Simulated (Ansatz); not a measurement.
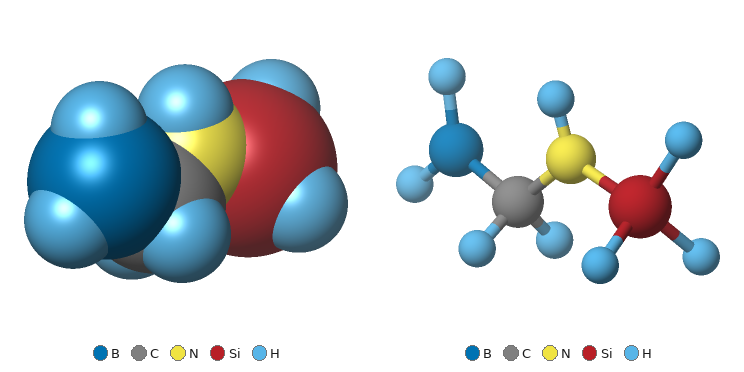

The same structure drawn twice, from different directions.

**What is the molecular formula?**

CH8BNSi, 12 atoms: 1 carbon, 8 hydrogen, 1 boron, 1 nitrogen and 1 silicon.

**Give a SMILES string for it.**

BCN[SiH3]

**Does it have rings?**

It has no ring.

**Name functional groups in it.**

Among them: Si–H bond, Si–N bond, B–H bond.

**Count the bonded pairs by element.**

3 Si–H, 2 B–H, 2 C–H, 1 C–B, 1 C–N, 1 N–Si, 1 N–H.

More results for the same structure follow; atom numbers are the same in all pictures, views and colours differ. The geometry was computed by an optimisation with PBE0-D4/def2-TZVP.

### Geometry

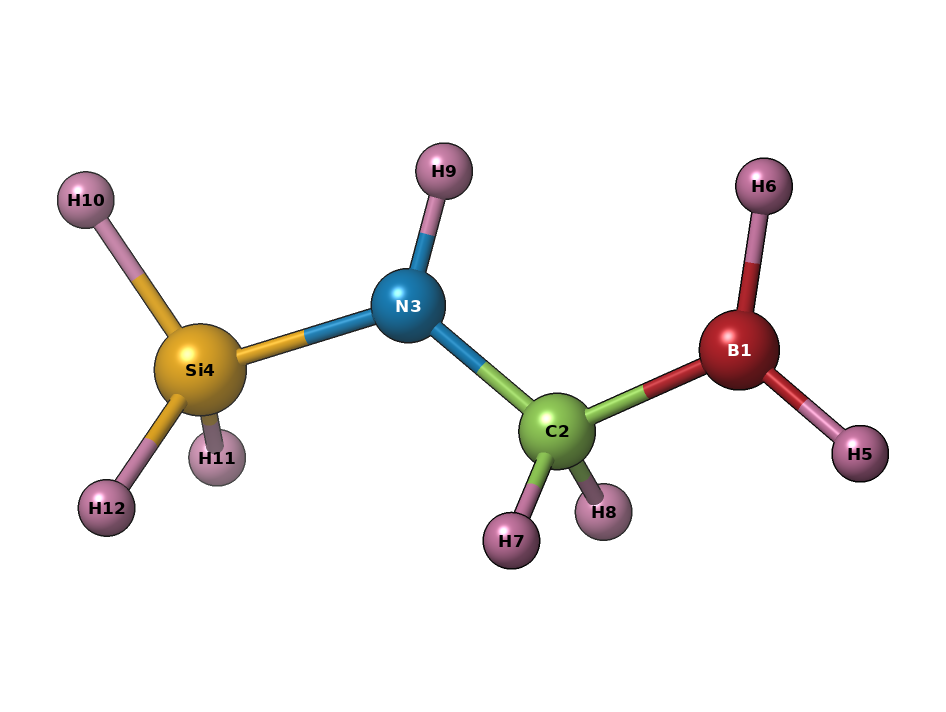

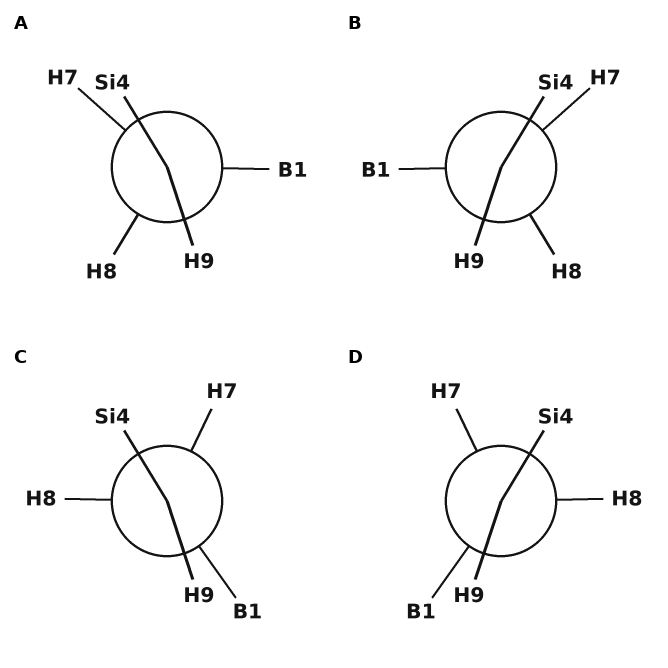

Distant atoms are faded towards the background colour. Bonds that would overlap in a projection are set slightly apart.

**Which Newman projection shows the view along N3–C2, with N3 in front?**

D. The torsion angle Si4–N3–C2–B1 is 177°, antiperiplanar (anti).

### Charges

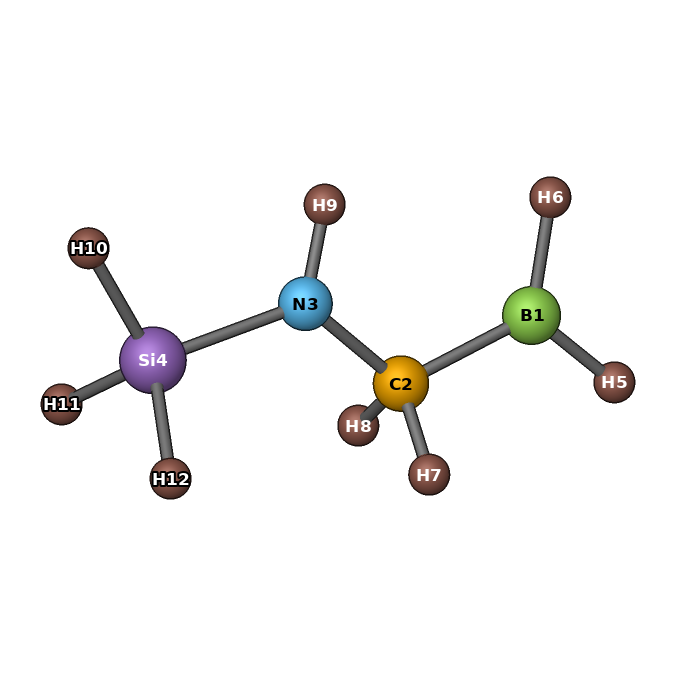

The questions are on Mulliken charges. Level of theory: RKS PBE-D4/def2-TZVPP (Ansatz 0.2.0).

List the Mulliken charges.

| atom | value (e) |
| --- | --- |
| B1 | −0.08 |
| C2 | −0.09 |
| N3 | −0.26 |
| Si4 | 0.26 |
| H5 | 0.03 |
| H6 | 0.01 |
| H7 | 0.10 |
| H8 | 0.09 |
| H9 | 0.14 |
| H10 | −0.06 |
| H11 | −0.08 |
| H12 | −0.07 |

### Dipole moment

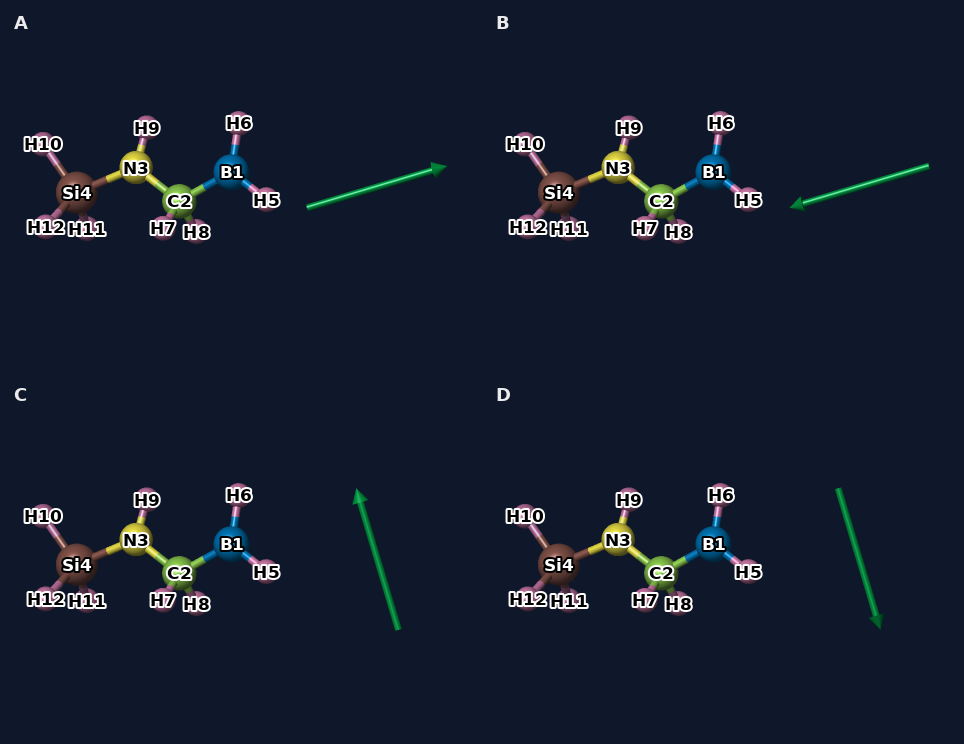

The same molecule four times, each with an arrow. Properties computed with RKS r2SCAN-D4/def2-TZVPP (Ansatz 0.2.0).

**Which arrow points along the dipole moment, from the negative to the positive end?**

A. The dipole moment is 0.70 D; it points from the side of H12 to the side of H5 (the outermost atoms at the two ends).

### Vibrations

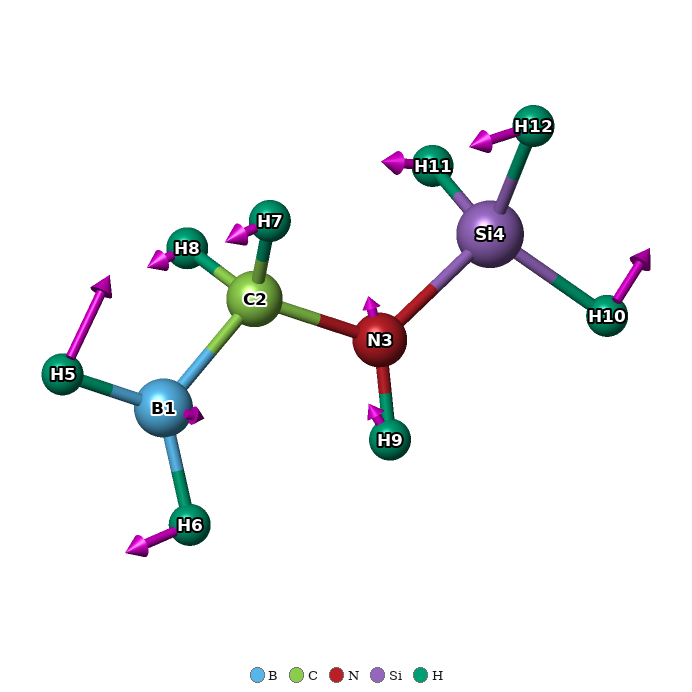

The arrows show one normal mode. Harmonic vibrations computed with RKS PBE0-D4/def2-TZVP (Ansatz 0.2.0) at a stationary point of the same level.

**What kind of motion is it?**

Mostly angle bending.

**At what wavenumber does it lie?**

774 cm⁻¹; it is mode 10 of 30 counted from the lowest.

Mulliken values depend strongly on the basis set and can even reverse the polarity of a bond.
